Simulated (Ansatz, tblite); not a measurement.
**BMe2(PMe2) (C4H12BP): which spin state is lowest**

Is the singlet the ground state of BMe2(PMe2) (C4H12BP)? Other spin states are computed and compared level by level.

Method: as each input shows; program: Ansatz 0.2.0, Gaussian basis.

Levels to be run: triplet, at the geometry of the singlet (GFN1-xTB, GFN2-xTB, PBE0-D4/def2-TZVP, PBE-D4/def2-TZVP, r2SCAN-D4/def2-TZVP); the singlet's energies come from earlier runs.

2 further runs of the same task are left out: 2 set aside as unsound or not needed. Runs told in other sessions of the task aren't counted.

## 1. The relaxed structure

The singlet was relaxed beforehand with r2SCAN-D4/def2-SVP.

18 atoms, charge 0, spin multiplicity 1.

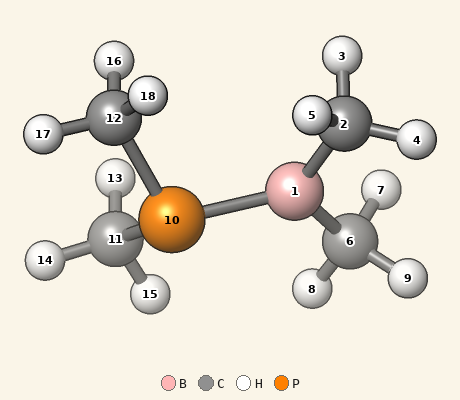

The structure; boron pink, carbon grey, hydrogen white, phosphorus orange; atoms are numbered from 1 in the order of the file.

## 2. Triplet at the fixed geometry, GFN1-xTB

Tight binding, by tblite at 300 K electronic temperature and without a spin-polarisation term:

```python
tblite.interface.Calculator('GFN1-xTB', numbers, positions, charge=0, uhf=2).singlepoint()
```

Energy -512.7560 eV; 0.015 s.

## 3. Triplet at the fixed geometry, GFN2-xTB

Tight binding, by tblite at 300 K electronic temperature and without a spin-polarisation term:

```python
tblite.interface.Calculator('GFN2-xTB', numbers, positions, charge=0, uhf=2).singlepoint()
```

Energy -497.3089 eV; 0.009 s.

## 4. Triplet at the fixed geometry, PBE0-D4/def2-TZVP

File in.yaml:

```yaml
crystal:
  periodic: [false, false, false]
  atoms:
    - {symbol: B, position_ang: [0.071819, 0.917841, -0.232141]}
    - {symbol: C, position_ang: [1.322386, 1.289029, -1.120456]}
    - {symbol: H, position_ang: [2.224841, 1.069989, -0.514258]}
    - {symbol: H, position_ang: [1.376175, 2.361445, -1.373926]}
    - {symbol: H, position_ang: [1.429258, 0.701425, -2.046001]}
    - {symbol: C, position_ang: [-0.558457, 2.003628, 0.721121]}
    - {symbol: H, position_ang: [0.220171, 2.335037, 1.434453]}
    - {symbol: H, position_ang: [-1.438122, 1.695834, 1.305556]}
    - {symbol: H, position_ang: [-0.824089, 2.910167, 0.147375]}
    - {symbol: P, position_ang: [-0.749308, -0.762695, -0.444558]}
    - {symbol: C, position_ang: [-1.409020, -1.329831, 1.190613]}
    - {symbol: C, position_ang: [0.557151, -2.015969, -0.836454]}
    - {symbol: H, position_ang: [-0.617829, -1.477257, 1.943478]}
    - {symbol: H, position_ang: [-1.955541, -2.276917, 1.062784]}
    - {symbol: H, position_ang: [-2.123126, -0.584475, 1.571098]}
    - {symbol: H, position_ang: [1.287530, -2.139832, -0.020300]}
    - {symbol: H, position_ang: [0.090815, -2.991431, -1.043682]}
    - {symbol: H, position_ang: [1.095334, -1.705989, -1.744713]}
basis:
  gaussian: {orbitals: def2-TZVP}
magnetization: {spin_polarized: true, initial_magnetization: 2}
hamiltonian: {xc: pbe0, dispersion: d4}
scf: {omitted_lower_state_checks: [starts]}
output: {orbitals: {seedname: orbitals}}
```

Started as:

```sh
$ ansatz run in.yaml --threads 4 --pin off --events-out ev --progress --plain --max-ram 8704MiB
```

What it wrote:

```text
Functional definition: PBE0
  name "PBE0"
  cite "Adamo & Barone, J. Chem. Phys. 110, 6158 (1999) doi:10.1063/1.478522"
  cite "Perdew, Burke & Ernzerhof, Phys. Rev. Lett. 77, 3865 (1996) doi:10.1103/PhysRevLett.77.3865"
  parent pbe
  parameter a = 0.25
  parameter kappa = 0.804
  parameter beta = 0.06672455060314922
  exchange = (1 - a)*pbe_x(kappa = kappa, mu = beta*pi^2/3) + a*exact_x
  correlation = pbe_c(beta = beta)
these checks for a lower state are left out or cut short: starts
1699 factors; their error is unknown
mean field evaluation 1: about -14280.3708 eV, gradient 6.2e1 eV
mean field evaluation 2: about -14255.5644 eV, gradient 8.4e1 eV
mean field evaluation 4: about -14298.4759 eV, gradient 4.9e0 eV
mean field evaluation 8: about -14298.6177 eV, gradient 1.9e-1 eV
mean field evaluation 16: about -14298.6071 eV, gradient 4.2e-3 eV
mean field -14298.60713351 eV, -525.4641202126 hartree, gradient 3.7e-5 eV, S^2 2.006624; 0 other end points of the search recorded, 0 dependent functions left out
reference -14298.60717528 eV, -525.4641217475 hartree; 29, 27 occupied and 235, 237 virtual orbitals, 1699 factors
Total energy: -14298.95941312 eV, -525.4770662494 hartree
Checks for a lower state left out: starts
```

Run time: 18 s. Hardware: 4 threads of Arm Neoverse N1, shared host; peak memory 1.1 GiB.

From the report: HOMO -2.99 eV, LUMO -3.98 eV (over both spins; with the spin held, an empty level of the minority spin lies below the top filled one); ⟨S²⟩ 2.007 (pure: 2.00).

## 5. Triplet at the fixed geometry, PBE-D4/def2-TZVP

start.molden holds the orbitals of an earlier run on this state, given as this run's starting guess.

Edit in.yaml of step 4 so:

```diff
@@ -22,5 +22,5 @@
 basis:
-  gaussian: {orbitals: def2-TZVP}
+  gaussian: {orbitals: def2-TZVP, initial_orbitals: start.molden}
 magnetization: {spin_polarized: true, initial_magnetization: 2}
-hamiltonian: {xc: pbe0, dispersion: d4}
+hamiltonian: {xc: pbe, dispersion: d4}
 scf: {omitted_lower_state_checks: [starts]}
```

Launched as before.

What it wrote:

```text
Functional definition: PBE
  name "PBE"
  cite "Perdew, Burke & Ernzerhof, Phys. Rev. Lett. 77, 3865 (1996) doi:10.1103/PhysRevLett.77.3865"
  parent pbe
  parameter kappa = 0.804
  parameter beta = 0.06672455060314922
  exchange = pbe_x(kappa = kappa, mu = beta*pi^2/3)
  correlation = pbe_c(beta = beta)
these checks for a lower state are left out or cut short: starts
1687 factors; their error is unknown
mean field evaluation 1: about -14296.6563 eV, gradient 7.6e0 eV
mean field evaluation 2: about -14296.7894 eV, gradient 1.7e-1 eV
mean field evaluation 4: about -14296.7451 eV, gradient 4.6e-3 eV
mean field -14296.74508923 eV, -525.3956913472 hartree, gradient 7.0e-5 eV, S^2 2.005304; 0 other end points of the search recorded, 0 dependent functions left out
reference -14296.74514600 eV, -525.3956934337 hartree; 29, 27 occupied and 235, 237 virtual orbitals, 1687 factors
Total energy: -14297.15777156 eV, -525.4108571430 hartree
Checks for a lower state left out: starts
```

Run time: 11 s. Hardware: 4 threads of Arm Neoverse N1, shared host.

Report: HOMO -2.14 eV, LUMO -4.93 eV (over both spins; with the spin held, an empty level of the minority spin lies below the top filled one); ⟨S²⟩ 2.005 (pure: 2.00).

## 6. Triplet at the fixed geometry, r2SCAN-D4/def2-TZVP

Edit in.yaml of step 5 so:

```diff
@@ -24,3 +24,3 @@
 magnetization: {spin_polarized: true, initial_magnetization: 2}
-hamiltonian: {xc: pbe, dispersion: d4}
+hamiltonian: {xc: r2scan, dispersion: d4}
 scf: {omitted_lower_state_checks: [starts]}
```

The command is unchanged.

What it wrote:

```text
Functional definition: r2SCAN
  name "r2SCAN"
  cite "Furness, Kaplan, Ning, Perdew & Sun, J. Phys. Chem. Lett. 11, 8208 (2020) doi:10.1021/acs.jpclett.0c02405"
  cite "Furness, Kaplan, Ning, Perdew & Sun, J. Phys. Chem. Lett. 11, 9248 (2020) doi:10.1021/acs.jpclett.0c03077"
  parent r2scan
  parameter k0 = 0.174
  parameter k1 = 0.065
  parameter a1 = 4.9479
  exchange = r2scan_x(k0 = k0, k1 = k1, a1 = a1)
  correlation = r2scan_c
these checks for a lower state are left out or cut short: starts
1687 factors; their error is unknown
mean field evaluation 1: about -14304.7068 eV, gradient 4.7e0 eV
mean field evaluation 2: about -14304.7619 eV, gradient 7.3e-2 eV
mean field evaluation 4: about -14304.7224 eV, gradient 1.1e-3 eV
mean field -14304.72238482 eV, -525.6888515531 hartree, gradient 6.5e-5 eV, S^2 2.010340; 0 other end points of the search recorded, 0 dependent functions left out
reference -14304.72240307 eV, -525.6888522236 hartree; 29, 27 occupied and 235, 237 virtual orbitals, 1687 factors
Total energy: -14304.83272143 eV, -525.6929063487 hartree
Checks for a lower state left out: starts
```

Run time: 20 s. Hardware: 4 threads of Arm Neoverse N1, shared host.

Report: HOMO -2.33 eV, LUMO -4.56 eV (over both spins; with the spin held, an empty level of the minority spin lies below the top filled one); ⟨S²⟩ 2.010 (pure: 2.00).

## 7. Triplet less singlet, vertical

The singlet's energies are those of its earlier runs, whose logs aren't repeated here.

| level | triplet less singlet, vertical (kcal/mol) | time |
| --- | --- | --- |
| GFN1-xTB | +77.8 | 0.031 s |
| GFN2-xTB | +78.8 | 0.018 s |
| PBE-D4/def2-TZVP | +71.2 | 16 s |
| r2SCAN-D4/def2-TZVP | +69.8 | 32 s |
| PBE0-D4/def2-TZVP | +72.8 | 26 s |

Times add the two runs; a level without a time comes out of a correlated run. Tight binding without a spin term can't rank spin states.

## 8. What came out

| quantity | value |
| --- | --- |
| triplet less singlet, vertical, functionals in def2-TZVP | +69.8 (r2SCAN-D4) to +72.8 kcal/mol (PBE0-D4) |

In words: All functionals put the triplet above the singlet, over a spread of 2.9 kcal/mol. The checks for a lower triplet were left out, so another state of that spin may lie lower. These are electronic energies, without zero-point motion, entropy or surroundings.
